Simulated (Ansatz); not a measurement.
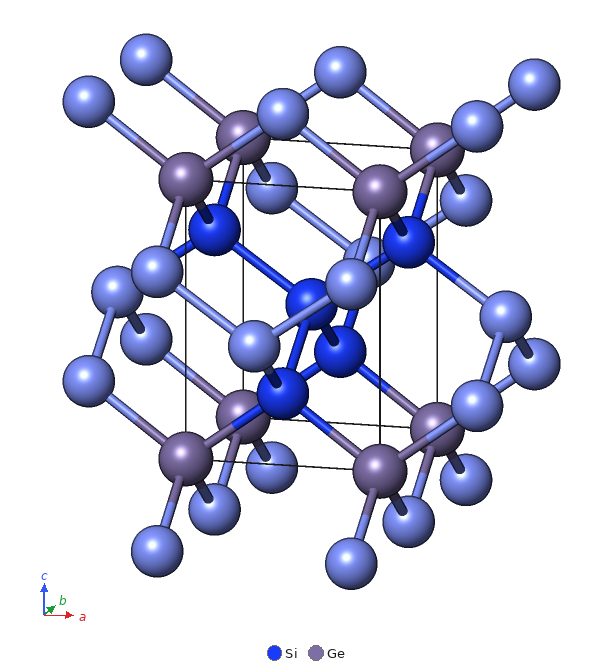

We look at a ball-and-stick model of the crystal slightly off an axis. Atoms at the boundary of the conventional unit cell (the box) are drawn once for each face, edge or corner they touch. Outside the box, the atoms bonded to those within are drawn, in fainter colours.

Si3Ge, space group P-4m2 (No. 115), a = 3.912 Å, b = 3.912 Å, c = 5.532 Å, α = 90.00°, β = 90.00°, γ = 90.00°. The model was built from a structure type filled with these elements by a generator (whether the compound takes this form wasn't checked). Earlier steps of the study may have refined or changed the cell and positions. It was the input of a calculation with Ansatz.

This one geometry was computed with Ansatz (DFT, plane waves, PAW) at three levels of theory: HSE06, PBE and r2SCAN.

Question: Which level gives the highest pressure at this volume, and what does that say about its equilibrium volume?

Answer: Highest: PBE (0.0 GPa), which points to the largest equilibrium volume. Lowest, with the smallest volume: HSE06 (-1.8 GPa) and r2SCAN (-1.8 GPa). Levels within 0.5 GPa of each other can't be told apart.

Question: How does the band gap change with the level of theory?

Answer: PBE: a gap of 0.38 eV, indirect; r2SCAN: a gap of 0.57 eV, indirect; HSE06: a gap of 0.93 eV, indirect.

Question: Collect the results in a table.

Answer:
| level | cutoff (eV) | k-mesh of the run's cell | gap (eV) | pressure (GPa) |
| --- | --- | --- | --- | --- |
| HSE06 | 420 | 6×6×4 | 0.93 | -1.8 |
| PBE | 420 | 10×10×6 | 0.38 | 0.0 |
| r2SCAN | 500 | 10×10×6 | 0.57 | -1.8 |

Gaps are taken on the k-mesh or band path of each run.
